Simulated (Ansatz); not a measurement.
**Run report: CH$_{2}$NSi (charge +1), geometry relaxation**

The run: geometry relaxation of CH$_{2}$NSi, charge +1. Method and program: RKS B3LYP-D4/def2-SVP (Ansatz 0.2.0).

It belongs to a series of runs on one base structure; here: start relaxed. Figures and captions count atoms from 1; the log counts them from 0 in places.

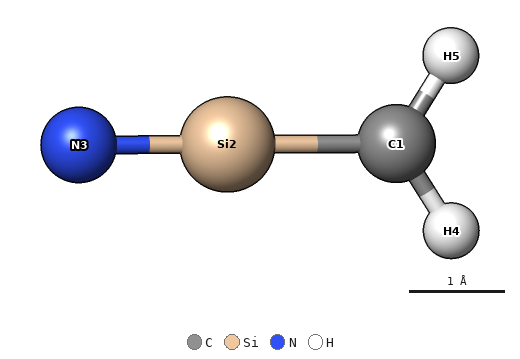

The starting structure (ball-and-stick view, seen at a tilt; atoms are numbered from 1 in the order of the input). Bond lengths as drawn: C–H 1.09 Å, C–Si 1.81 Å and N–Si 1.59 Å.

### Input
```yaml
crystal:
  periodic: [false, false, false]
  atoms:
    - { symbol: C, position_ang: [-0.33185, 0.58615, -0.44832] }
    - { symbol: Si, position_ang: [0.41321, -0.72698, 0.55367] }
    - { symbol: "N", position_ang: [1.06909, -1.88012, 1.43684] }
    - { symbol: H, position_ang: [-0.49948, 0.48182, -1.52286] }
    - { symbol: H, position_ang: [-0.65097, 1.53913, -0.01933] }
total_charge: 1
basis:
  gaussian: { orbitals: def2-SVP }
hamiltonian:
  xc: b3lyp
  dispersion: d4
relax:
  f_tol: 0.02
  max_steps: 40
scf:
  lower_state_search: "off"
output:
  orbitals: {}
```

Launch command:
```bash
ansatz run input.yaml --threads 1 --pin off --max-ram 2048MiB --backend cpu --events-out ev --progress --plain --runs-dir out
```

### What the program printed
```
The last accepted step is kept in [file] (removed where the run ends without a failure and the disk answers)
Engine: ansatz 0.2.0, x86_64-unknown-linux-gnu
Functional definition: B3LYP
  parameter a0 = 0.2
  parameter ax = 0.72
  parameter ac = 0.81
  exchange = (1 - a0 - ax)*slater_x + ax*b88_x + a0*exact_x
  correlation = (1 - ac)*vwn_rpa_c + ac*lyp_c
these checks for a lower state are left out or cut short: stability, starts, cluster_reference, orbital_swaps, neighbouring_geometries, increment
602 factors; integrals over basis functions are off by at most 3.4e-4 eV
mean field evaluation 1: about -10387.2461 eV, gradient 1.0e2 eV
mean field evaluation 2: about -10189.9078 eV, gradient 1.8e2 eV
mean field evaluation 4: about -10403.8605 eV, gradient 6.6e1 eV
mean field evaluation 8: about -10418.4461 eV, gradient 1.7e0 eV
mean field evaluation 16: about -10418.4541 eV, gradient 1.9e-4 eV
mean field -10418.45411945 eV, -382.8711270080 hartree, gradient 4.8e-6 eV, S^2 0.000000; 0 other end points of the search recorded, 0 dependent functions left out
the calculation of the forces begins
reference -10418.45431116 eV, -382.8711340530 hartree; 14, 14 occupied and 42, 42 virtual orbitals, 602 factors
relax step   1: F+E_penalty+E_count = -10418.56260150 eV  Δ(F+E_penalty+E_count) = +0.000e0 eV  max|allowed force component| = 1.302e0 eV/Å  Δτ_max = 0.0000 Å  (17 SCF iters, accepted)
these checks for a lower state are left out or cut short: stability, starts, cluster_reference, orbital_swaps, neighbouring_geometries, increment
602 factors; integrals over basis functions are off by at most 3.5e-4 eV
mean field -10418.45726484 eV, -382.8712425991 hartree, gradient 2.8e-6 eV, S^2 0.000000; 0 other end points of the search recorded, 0 dependent functions left out
the calculation of the forces begins
reference -10418.45745536 eV, -382.8712496004 hartree; 14, 14 occupied and 42, 42 virtual orbitals, 602 factors
relax step   2: F+E_penalty+E_count = -10418.56584493 eV  Δ(F+E_penalty+E_count) = -3.243e-3 eV  max|allowed force component| = 6.283e-1 eV/Å  Δτ_max = 0.0652 Å  (21 SCF iters, accepted)
these checks for a lower state are left out or cut short: stability, starts, cluster_reference, orbital_swaps, neighbouring_geometries, increment
602 factors; integrals over basis functions are off by at most 3.4e-4 eV
mean field evaluation 32: about -10418.4862 eV, gradient 2.8e-6 eV
mean field -10418.48616306 eV, -382.8723045888 hartree, gradient 2.8e-6 eV, S^2 0.000000; 0 other end points of the search recorded, 0 dependent functions left out
the calculation of the forces begins
reference -10418.48635353 eV, -382.8723115887 hartree; 14, 14 occupied and 42, 42 virtual orbitals, 602 factors
relax step   3: F+E_penalty+E_count = -10418.59495453 eV  Δ(F+E_penalty+E_count) = -2.911e-2 eV  max|allowed force component| = 1.936e-1 eV/Å  Δτ_max = 0.0630 Å  (21 SCF iters, accepted)
these checks for a lower state are left out or cut short: stability, starts, cluster_reference, orbital_swaps, neighbouring_geometries, increment
602 factors; integrals over basis functions are off by at most 3.5e-4 eV
mean field -10418.48919609 eV, -382.8724160507 hartree, gradient 5.6e-6 eV, S^2 0.000000; 0 other end points of the search recorded, 0 dependent functions left out
the calculation of the forces begins
reference -10418.48938697 eV, -382.8724230656 hartree; 14, 14 occupied and 42, 42 virtual orbitals, 602 factors
relax step   4: F+E_penalty+E_count = -10418.59793136 eV  Δ(F+E_penalty+E_count) = -2.977e-3 eV  max|allowed force component| = 5.509e-2 eV/Å  Δτ_max = 0.0127 Å  (18 SCF iters, accepted)
these checks for a lower state are left out or cut short: stability, starts, cluster_reference, orbital_swaps, neighbouring_geometries, increment
602 factors; integrals over basis functions are off by at most 3.5e-4 eV
mean field -10418.48935163 eV, -382.8724217667 hartree, gradient 8.0e-7 eV, S^2 0.000000; 0 other end points of the search recorded, 0 dependent functions left out
the calculation of the forces begins
reference -10418.48954259 eV, -382.8724287842 hartree; 14, 14 occupied and 42, 42 virtual orbitals, 602 factors
relax step   5: F+E_penalty+E_count = -10418.59804518 eV  Δ(F+E_penalty+E_count) = -1.138e-4 eV  max|allowed force component| = 4.354e-3 eV/Å  Δτ_max = 0.0017 Å  (15 SCF iters, accepted)
```

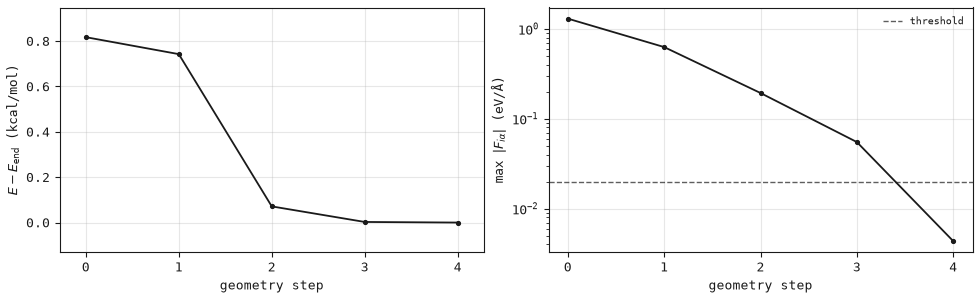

Progress of the relaxation, step by step (the first geometry is step 0 here and step 1 in the log).

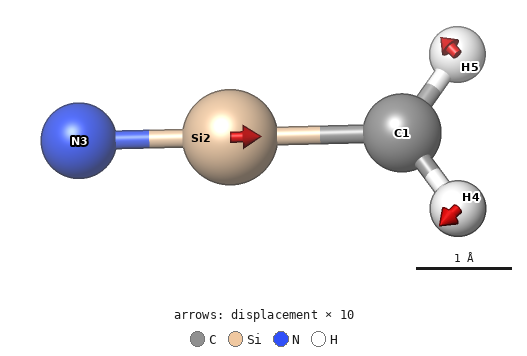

The starting structure with the displacements as red arrows, magnified 10 times (ball-and-stick view, seen at a tilt). The two geometries are laid on each other by the best rigid fit. The atom that moves furthest after the best rigid fit is Si2 (0.034 Å). Largest moves by element: Si 0.034 Å, H 0.030 Å, N 0.007 Å, C 0.003 Å. Among the contacts that change: C1–Si2 1.812 → 1.777 Å, Si2–N3 1.594 → 1.621 Å, C1–H4 1.093 → 1.102 Å. Among the angles that change: H4–C1–H5 115.1° → 117.8°. The energy falls by 0.82 kcal/mol in 4 geometry steps. The largest force component goes from 1.3 to 0.0044 eV/Å. (Atoms are counted from 1 in the order of the input.)

```
Total energy: -10418.59823613 eV, -382.8764231983 hartree
Atom 0 at    -0.332631     0.584562    -0.446401 Å, force     0.000376    -0.000802     0.000259 eV/Å
Atom 1 at     0.398868    -0.702599     0.535488 Å, force     0.001655    -0.002682     0.002755 eV/Å
Atom 2 at     1.067512    -1.875318     1.432218 Å, force    -0.000838     0.001332    -0.001458 eV/Å
Atom 3 at    -0.488835     0.455012    -1.529170 Å, force    -0.000177    -0.001578    -0.004354 eV/Å
Atom 4 at    -0.644915     1.538343     0.007865 Å, force    -0.001016     0.003730     0.002798 eV/Å
Dipole moment:    -0.436993     0.766970    -0.586097 e Å
Checks for a lower state left out: stability, starts, cluster_reference, orbital_swaps, neighbouring_geometries, increment
```

### Trajectory as extended XYZ (Å, eV, eV/Å), 5 frames, from step=1 to step=5
```
5
Properties=species:S:1:pos:R:3:forces:R:3 step=1 energy=-10418.56260
C    -0.3318    0.5861   -0.4483    0.3045  -0.5564   0.4354
Si    0.4132   -0.7270    0.5537   -0.7377   1.3023  -0.9987
N     1.0691   -1.8801    1.4368    0.4402  -0.7735   0.5922
H    -0.4995    0.4818   -1.5229    0.0290  -0.2119  -0.3346
H    -0.6510    1.5391   -0.0193   -0.0359   0.2395   0.3057
5
Properties=species:S:1:pos:R:3:forces:R:3 step=2 energy=-10418.56584
C    -0.3909    0.5612   -0.4364    0.6115   0.0834   0.0076
Si    0.3886   -0.7220    0.5477   -0.5092   0.6283  -0.4970
N     1.0864   -1.8687    1.4302    0.2296  -0.4008   0.3066
H    -0.4648    0.4769   -1.5351   -0.1660  -0.1532   0.0961
H    -0.6192    1.5526   -0.0065   -0.1659  -0.1577   0.0867
5
Properties=species:S:1:pos:R:3:forces:R:3 step=3 energy=-10418.59496
C    -0.3360    0.5891   -0.4498    0.1161  -0.1934   0.1457
Si    0.3935   -0.6967    0.5306    0.0526  -0.0944   0.0740
N     1.0652   -1.8691    1.4276   -0.0131   0.0223  -0.0178
H    -0.4829    0.4440   -1.5262   -0.0691   0.0719  -0.1878
H    -0.6398    1.5327    0.0178   -0.0864   0.1936  -0.0141
5
Properties=species:S:1:pos:R:3:forces:R:3 step=4 energy=-10418.59793
C    -0.3319    0.5833   -0.4455   -0.0317   0.0551  -0.0424
Si    0.3983   -0.7017    0.5348    0.0260  -0.0453   0.0354
N     1.0670   -1.8744    1.4315    0.0020  -0.0037   0.0024
H    -0.4887    0.4551   -1.5284    0.0023  -0.0062  -0.0021
H    -0.6447    1.5376    0.0076    0.0014   0.0001   0.0067
5
Properties=species:S:1:pos:R:3:forces:R:3 step=5 energy=-10418.59805
C    -0.3326    0.5846   -0.4464    0.0004  -0.0008   0.0003
Si    0.3989   -0.7026    0.5355    0.0017  -0.0027   0.0028
N     1.0675   -1.8753    1.4322   -0.0008   0.0013  -0.0015
H    -0.4888    0.4550   -1.5292   -0.0002  -0.0016  -0.0044
H    -0.6449    1.5383    0.0079   -0.0010   0.0037   0.0028
```

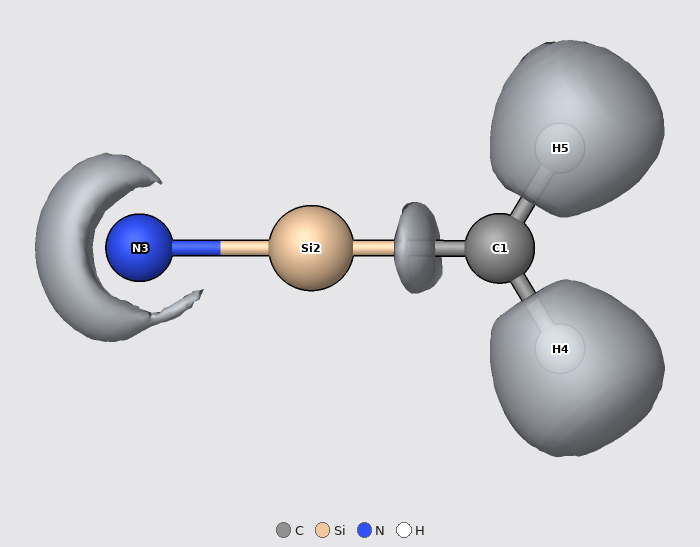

Isosurface of the ELF at 0.9 (grey), seen face on. Only the valence region is drawn (cores and ρ < 0.01 e/Å³ removed).

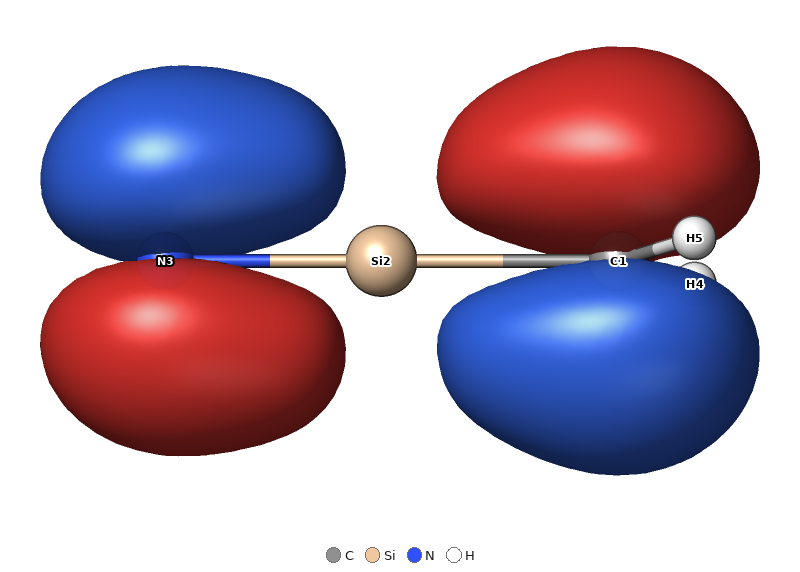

The LUMO at ±0.1 Å⁻³ᐟ² (blue and red are the two phases), seen from the side. Its energy is −12.45 eV.

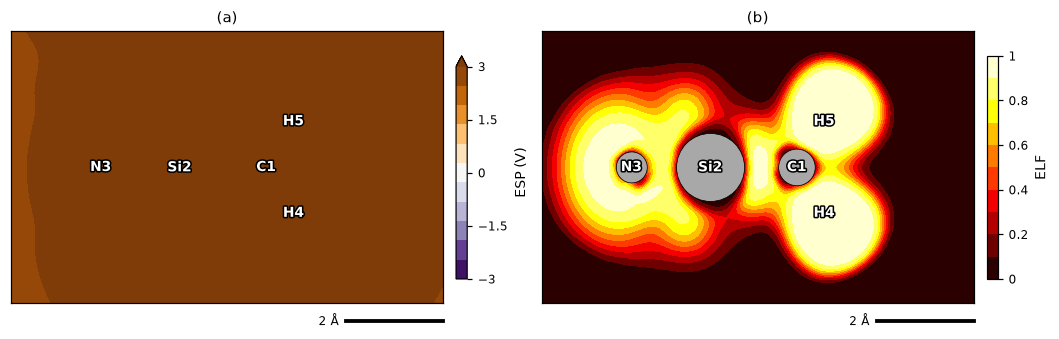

(a) molecular electrostatic potential; (b) electron localisation function on the molecular plane. Grey discs, where drawn, cover atomic cores. The section cuts through C, Si, N and H sites. Si–N (1.62 Å): the ELF peaks at about 0.85 between the atoms (a polar covalent bond). C–H (1.10 Å): the ELF climbs to about 1 towards the hydrogen, as it does in any bond to H (a covalent bond by its length). The potential has no marked negative region in this plane.

### Key numbers

```csv
quantity,value
outcome,converged
total energy,−10418.5982 eV
mean-field energy,−10418.4895 eV
largest force (length of the vector) at the end,0.005 eV/Å
hardware,"1 thread of Intel Xeon (Sapphire Rapids), 10 GiB of memory available, shared host"
wall time,4.5 s
peak memory,0.13 GiB
```
